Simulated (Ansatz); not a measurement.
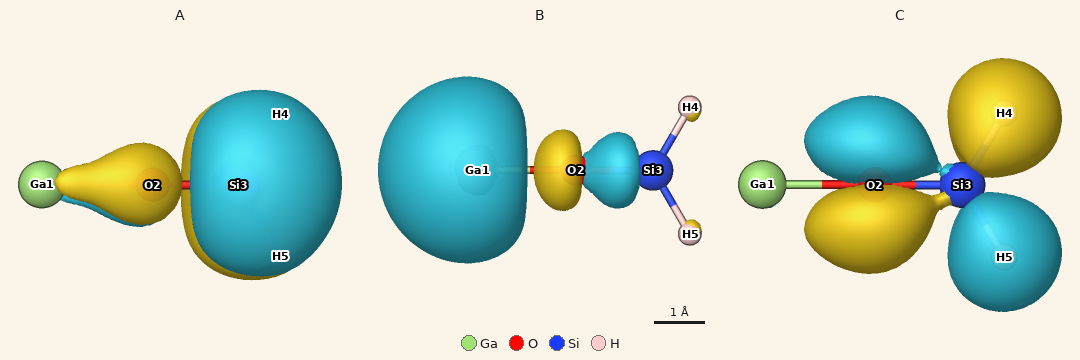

*GaH₂OSi (SMILES [SiH2+][O][Ga]) (charge +1). Three frontier orbitals at ±0.08 Å⁻³ᐟ² (yellow and cyan are the two phases), in no order.*

Geometry: r2SCAN-D4/def2-TZVP.

These are results of isolated molecule in a Gaussian basis; Kohn-Sham density functional theory, functional PBE0 in Ansatz, not measurements.

```xyz
5

Ga   -0.8029   -1.4789    2.7246
O    -0.1777   -0.7005    1.0015
Si    0.3080   -0.0950   -0.3380
H     1.2943    0.9975   -0.3418
H    -0.2140   -0.6088   -1.6147
```

### Which picture is the HOMO−1, the HOMO and the LUMO?

C is the HOMO−1 (−14.58 eV). Its weight (Hirshfeld) is mainly on O2 (about 50 %), Si3 (about 20 %), H4 (about 10 %) and H5 (about 10 %); it is symmetric in the molecular plane (an in-plane orbital: σ, lone-pair or in-plane π type). B is the HOMO (−12.82 eV). It lies mainly on Ga1 (about 85 %) and O2 (about 10 %); it is symmetric in the molecular plane (an in-plane orbital: σ, lone-pair or in-plane π type). A is the LUMO (−7.58 eV). It lies mainly on Si3 (about 75 %) and O2 (about 10 %); it changes sign across the molecular plane (π type).

### What is the HOMO–LUMO gap?

5.24 eV between the orbital energies.
